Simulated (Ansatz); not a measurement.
**TiB: squeezing the shortest bond**

Aim: change the length of the shortest bond in TiB (Ti1–B2) by moving its two atoms, all else held, and follow energy and force. The session runs PAW. Its runs: shortest bond scaled by 1 (PAW); shortest bond scaled by 1.1 (PAW); shortest bond scaled by 0.94 (PAW).

Method: DFT, r2SCAN, PAW with Ansatz's default frozen-core files, scalar-relativistic, in Ansatz 0.2.0.

**1. Starting point**

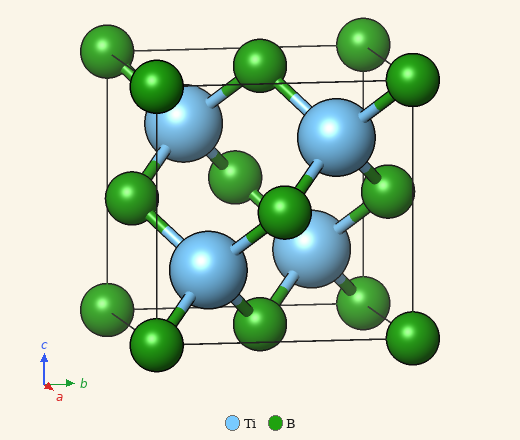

Start, viewed slightly off an axis; titanium blue, boron green. Atoms on the faces are drawn again on the opposite ones. The cell drawn here is the conventional one, which holds 4 of the cells typed in the input.

Structure file:

```
CELL_PARAMETERS angstrom
0.00000 2.10100 2.10100
2.10100 0.00000 2.10100
2.10100 2.10100 0.00000
ATOMIC_POSITIONS crystal
Ti 0.25000 0.25000 0.25000
B 0.00000 0.00000 0.00000
```

Atoms are numbered in the order of the input: Ti1, B2.

**2. Shortest bond scaled by 1, PAW**

Contents of input.yaml:

```yaml
crystal:
  lattice:
    - [0.0, 2.101, 2.101]
    - [2.101, 0.0, 2.101]
    - [2.101, 2.101, 0.0]
  atoms:
    - { symbol: Ti, position: [0.25, 0.25, 0.25] }
    - { symbol: B, position: [0.0, 0.0, 0.0] }
kpoints:
  mp_grid: { grid: [12, 12, 12] }
scf:
  occupations: { method: fermi_dirac, width: 0.05 }
hamiltonian:
  xc: r2scan
  pseudopotentials: { kind: paw }
output:
  forces: true
  stress: true
  eigenvalues: true
  efg: { contact_densities: true }
  populations: true
```

Started as:

```sh
$ ansatz run input.yaml --threads 1 --pin off --max-ram 2048MiB --backend cpu --events-out ev --progress --plain --runs-dir out
```

Log, shortened:

```text
[...]
Pseudopotentials: kind: paw
Pseudopotential: Ti, paw, valence charge 12, recommended cutoff 500 eV (meta_gga)
Pseudopotential: B, paw, valence charge 3, recommended cutoff 500 eV (meta_gga)
Functional definition: r2SCAN
[...]
Crystal: 2 atoms, lattice volume = 18.548 Å³
Basis set: ecut = 500 eV, 459 PW (Γ), exchange–correlation on 96×96×96 points (64 copies of the dense FFT grid, shifted against one another)
Bands: 12, of which v1, the nominal top of the filled ones, is band 8 counted from 1 (7 counted from 0)
Symmetry: 24 space group operations
Space group: F-43m (ITA 216), of the structure as read, at distance tolerance 2.6e-5 Å
k-points: 72 of 1728 (time reversal used)
[...]
SCF iter   1: F=—  HF=-2656.342412 eV  |F-HF|=—  |Δ(HF+E_count)|=         —  Δρ=9.31e-3  dr2=6.02e-3  dr2_τ=2.57e-1  ethr=1.77e-3  ⟨swp⟩=5.0  Hψ=4319  notcnv=0
[...]
SCF iter   7: F=-2656.453967 eV  HF=-2656.453967 eV  |F-HF|=2.90e-9  |Δ(HF+E_count)|=   7.59e-8  Δρ=1.33e-5  dr2=3.12e-8  dr2_τ=4.38e-10  ethr=6.67e-10  ⟨swp⟩=3.5  Hψ=3644  notcnv=0
[...]
SCF converged after 7 iterations
Free energy (F): -2656.453967 eV
[...]
E sigma→0 (E₀):  -2656.450600 eV
Entropy (-TS):   -0.006735 eV (-3.368 meV/atom)
Fermi energy:    15.296876 eV
[...]
--- Forces (eV/Å), atoms counted from 1 ---
  atom   1  Ti    -0.00000000     0.00000000     0.00000000
  atom   2  B      0.00000000    -0.00000000     0.00000000
[...]
--- Stress (GPa, compression-positive) ---
      121.138956       0.000000      -0.000000
       -0.000000     121.138956       0.000000
       -0.000000       0.000000     121.138956
  P = ⅓ Tr σ = 121.1390 GPa (1211.390 kbar)
--- Band table (eV; the first three rows and the last of 72) ---
  k-point 0: bands = ["-41.7648", "-16.8478", "-16.8478", "-16.8478", "5.7880", "13.2182", "13.2182", "13.2182", "18.9202", "18.9202", "28.2222", "28.7162"]
[...]
--- Löwdin populations: 2 sites ---
  site symbol       q [e]
     0     Ti     11.4074
     1      B      3.5671
  spilling = 0.001702 (of n_electrons = 15.000000)
```

It took 9 s on 1 thread of Intel Xeon Platinum 8259CL at 2.50GHz (Skylake/Cascade Lake), shared host; peak memory 0.45 GiB.

Result: pressure 121.14 GPa; no gap.

**3. Shortest bond scaled by 1.1, PAW**

input.yaml, as its differences from that of step 2:

```diff
@@ -6,4 +6,4 @@
   atoms:
-    - { symbol: Ti, position: [0.25, 0.25, 0.25] }
-    - { symbol: B, position: [0.0, 0.0, 0.0] }
+    - { symbol: Ti, position: [0.2625, 0.2625, 0.2625] }
+    - { symbol: B, position: [-0.0125, -0.0125, -0.0125] }
 kpoints:
@@ -21 +21,5 @@
   populations: true
+  write_density: true
+  write_potential: true
+  elf: true
+  volumetric_format: npy
```

Started as:

```sh
$ ansatz run input.yaml --threads 1 --pin off --max-ram 2048MiB --backend cpu --events-out ev --progress --plain --runs-dir out
```

Log, shortened:

```text
[...]
[... 4 set-up lines as earlier in the session ...]
[...]
Crystal: 2 atoms, lattice volume = 18.548 Å³
Basis set: ecut = 500 eV, 459 PW (Γ), exchange–correlation on 96×96×96 points (64 copies of the dense FFT grid, shifted against one another)
Bands: 12, of which v1, the nominal top of the filled ones, is band 8 counted from 1 (7 counted from 0)
Symmetry: 6 space group operations
Space group: R3m (ITA 160), of the structure as read, at distance tolerance 2.6e-5 Å
k-points: 189 of 1728 (time reversal used)
[...]
SCF iter   1: F=—  HF=-2656.088080 eV  |F-HF|=—  |Δ(HF+E_count)|=         —  Δρ=1.22e-2  dr2=1.23e-2  dr2_τ=2.59e-1  ethr=1.77e-3  ⟨swp⟩=5.0  Hψ=11347  notcnv=0
[...]
SCF converged after 8 iterations
Free energy (F): -2656.194705 eV
[...]
E sigma→0 (E₀):  -2656.191641 eV
Entropy (-TS):   -0.006128 eV (-3.064 meV/atom)
Fermi energy:    15.375003 eV
[...]
--- Forces (eV/Å), atoms counted from 1 ---
  atom   1  Ti    -1.36488303    -1.36488303    -1.36488303
  atom   2  B      1.36486906     1.36486906     1.36486906
[...]
--- Stress (GPa, compression-positive) ---
      121.849927     -26.173728     -26.173728
      -26.173728     121.849927     -26.173728
      -26.173728     -26.173728     121.849927
  P = ⅓ Tr σ = 121.8499 GPa (1218.499 kbar)
--- Band table (eV; the first three rows and the last of 189) ---
  k-point 0: bands = ["-41.8038", "-16.9730", "-16.9730", "-16.7522", "5.7831", "13.0053", "13.0053", "13.8125", "18.8903", "18.8903", "25.6232", "29.1918"]
[...]
--- Löwdin populations: 2 sites ---
  site symbol       q [e]
     0     Ti     11.4148
     1      B      3.5573
  spilling = 0.001863 (of n_electrons = 15.000000)
```

Wall time 15 s (1 thread of Intel Xeon Platinum 8259CL at 2.50GHz (Skylake/Cascade Lake), shared host); peak memory 0.47 GiB.

In short: pressure 121.85 GPa; no gap; largest force 2.364 eV/Å.

The fields are shown in the conventional cell, carried over from the run's grid by interpolation.

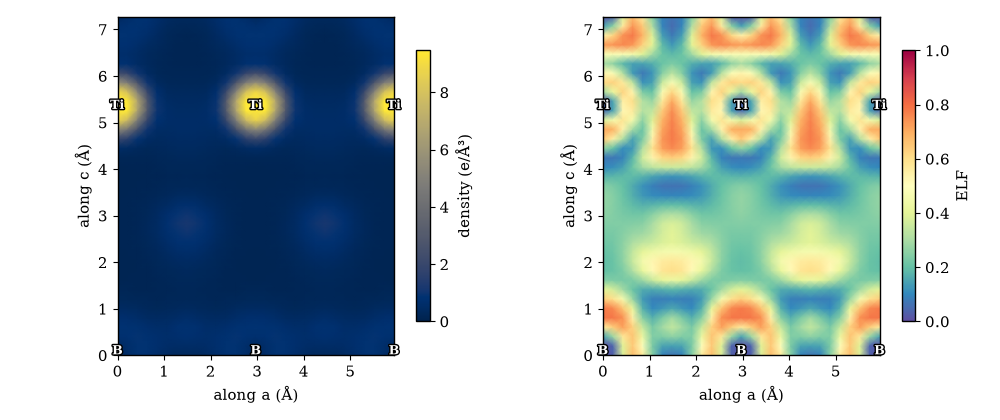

Density (left) and ELF (right) in the ac plane at y = 0.000 (fractional), which holds Ti and B. Only atoms in the plane are labelled. Both are smooth fields of the valence electrons: close to the nuclei they are not physical.

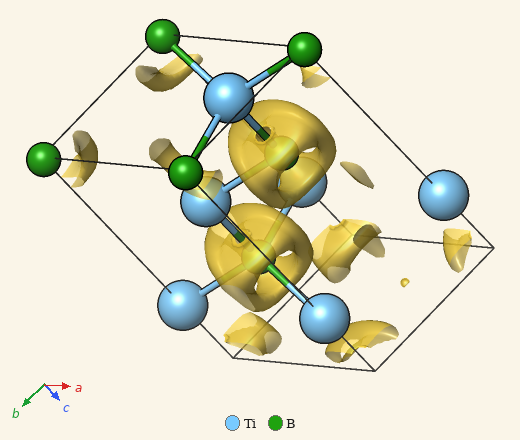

Surface of ELF = 0.73, drawn in one cell.

Maxima of ELF outside the ion cores: 0.79 beside B, off the lines to its neighbours, 0.8 Å from B.

**4. Shortest bond scaled by 0.94, PAW**

input.yaml, as its differences from that of step 3:

```diff
@@ -6,4 +6,4 @@
   atoms:
-    - { symbol: Ti, position: [0.2625, 0.2625, 0.2625] }
-    - { symbol: B, position: [-0.0125, -0.0125, -0.0125] }
+    - { symbol: Ti, position: [0.2425, 0.2425, 0.2425] }
+    - { symbol: B, position: [0.0075, 0.0075, 0.0075] }
 kpoints:
@@ -21,5 +21 @@
   populations: true
-  write_density: true
-  write_potential: true
-  elf: true
-  volumetric_format: npy
```

Started as:

```sh
$ ansatz run input.yaml --threads 1 --pin off --max-ram 2048MiB --backend cpu --events-out ev --progress --plain --runs-dir out
```

Log, shortened:

```text
[...]
[... 4 set-up lines as earlier in the session ...]
[...]
Crystal: 2 atoms, lattice volume = 18.548 Å³
Basis set: ecut = 500 eV, 459 PW (Γ), exchange–correlation on 96×96×96 points (64 copies of the dense FFT grid, shifted against one another)
Bands: 12, of which v1, the nominal top of the filled ones, is band 8 counted from 1 (7 counted from 0)
[... 2 set-up lines as earlier in the session ...]
k-points: 189 of 1728 (time reversal used)
[...]
SCF iter   1: F=—  HF=-2656.198958 eV  |F-HF|=—  |Δ(HF+E_count)|=         —  Δρ=1.06e-2  dr2=9.05e-3  dr2_τ=2.59e-1  ethr=1.77e-3  ⟨swp⟩=5.0  Hψ=11339  notcnv=0
[...]
SCF converged after 7 iterations
Free energy (F): -2656.306554 eV
[...]
E sigma→0 (E₀):  -2656.302998 eV
Entropy (-TS):   -0.007112 eV (-3.556 meV/atom)
Fermi energy:    15.313915 eV
[...]
--- Forces (eV/Å), atoms counted from 1 ---
  atom   1  Ti     1.66375944     1.66375944     1.66375944
  atom   2  B     -1.66380758    -1.66380758    -1.66380758
[...]
--- Stress (GPa, compression-positive) ---
      121.662278      18.369979      18.369979
       18.369979     121.662278      18.369979
       18.369979      18.369979     121.662278
  P = ⅓ Tr σ = 121.6623 GPa (1216.623 kbar)
--- Band table (eV; the first three rows and the last of 189) ---
  k-point 0: bands = ["-41.7871", "-17.0065", "-16.8096", "-16.8096", "5.7843", "13.0614", "13.3052", "13.3052", "18.9045", "18.9045", "27.6757", "28.1593"]
[...]
--- Löwdin populations: 2 sites ---
  site symbol       q [e]
     0     Ti     11.4133
     1      B      3.5595
  spilling = 0.001813 (of n_electrons = 15.000000)
```

Wall time 15 s (1 thread of Intel Xeon Platinum 8259CL at 2.50GHz (Skylake/Cascade Lake), shared host); peak memory 0.47 GiB.

In short: pressure 121.66 GPa; no gap; largest force 2.882 eV/Å.

**5. Side by side**

Force along the bond: half the difference of the two atoms' forces, positive where it pushes them apart.

| method | length (Å) | F from the given length (eV/cell) | force along the bond (eV/Å) | pressure (GPa) | largest force (eV/Å) |
| --- | --- | --- | --- | --- | --- |
| PAW | 1.710 | 0.147 | 2.882 | 121.66 | 2.882 |
| PAW | 1.820 | 0.000 | 0.000 | 121.14 | 0.000 |
| PAW | 2.001 | 0.259 | -2.364 | 121.85 | 2.364 |

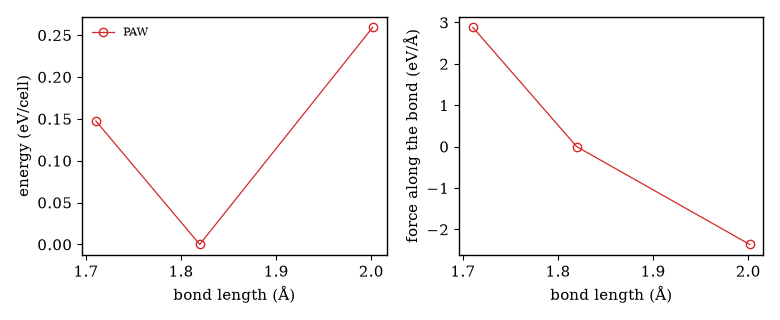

Energy and force against the bond's length.

**6. Outcome**

| quantity | value |
| --- | --- |
| force along the bond, positive apart, at 1.710 Å (PAW) | 2.88 eV/Å |
| length at zero force (straight line) | 1.82 Å |

**Reading.** At 1.71 Å the force along the bond is 2.88 eV/Å by PAW, and the energy stands 0.15 eV over the given length. A straight line between 1.71 and 1.82 Å puts zero force near 1.82 Å. There symmetry makes it vanish whatever the lattice constant, so this is no computed equilibrium length. With two atoms in the cell whole sublattices move, so the other contacts between the two sublattices change too; at scales over 1 some of them become the shortest.
